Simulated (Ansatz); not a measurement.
Molecule (SMILES): Cl[Se]Cl.
Atoms: Se1, Cl2, Cl3. Bonds: Se1-Cl2, Se1-Cl3.

Basis-set convergence of the lowest harmonic wavenumber at PBE0 with Ansatz (an electronic-structure program). Each level at its own minimum, finite differences of forces, unscaled; the reference is a large set that could be run, not a limit. Cartesian d functions, on some or all atoms, in 3-21G, 6-31G, 6-31G**, 6-311G**; all else is spherical. The program fits the integrals of some runs and decomposes those of others, by size. No added dispersion term, no relativity. Reference: the value in aug-pcseg-2, 161 cm⁻¹. Deviations are taken from unrounded values. Cost is core time over that of 6-31G, rough, on shared machines of one kind.

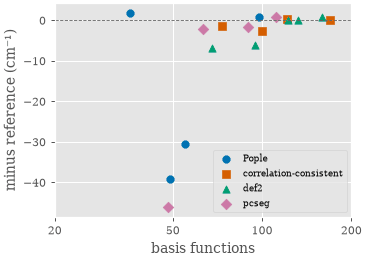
Figure. Deviation from the reference against the number of basis functions, by family of sets.

| basis | functions | lowest harmonic wavenumber (cm⁻¹) | minus reference (cm⁻¹) | cost |
|---|---|---|---|---|
| STO-3G | 36 | 163 | 2 | 0.5× |
| pcseg-0 | 48 | 115 | -46 | 0.5× |
| 3-21G | 49 | 122 | -39 | 0.6× |
| 6-31G | 55 | 131 | -30 | 1× |
| pcseg-1 | 63 | 159 | -2 | 1× |
| def2-SVP | 68 | 155 | -7 | 0.9× |
| 6-31G** | 73 | 160 | -1 | 1× |
| cc-pV(D+d)Z | 73 | 160 | -1 | 1× |
| aug-pcseg-1 | 90 | 160 | -2 | 2× |
| def2-SVPD | 95 | 155 | -6 | 2× |
| 6-311G** | 98 | 162 | 1 | 1× |
| aug-cc-pV(D+d)Z | 100 | 159 | -3 | 2× |
| pcseg-2 | 111 | 162 | 1 | 2× |
| cc-pV(T+d)Z | 121 | 162 | 0 | 2× |
| def2-TZVP | 122 | 162 | 0 | 2× |
| def2-TZVPP | 132 | 162 | 0 | 2× |
| def2-TZVPPD | 159 | 162 | 1 | 3× |
| aug-cc-pV(T+d)Z | 169 | 161 | 0 | 4× |
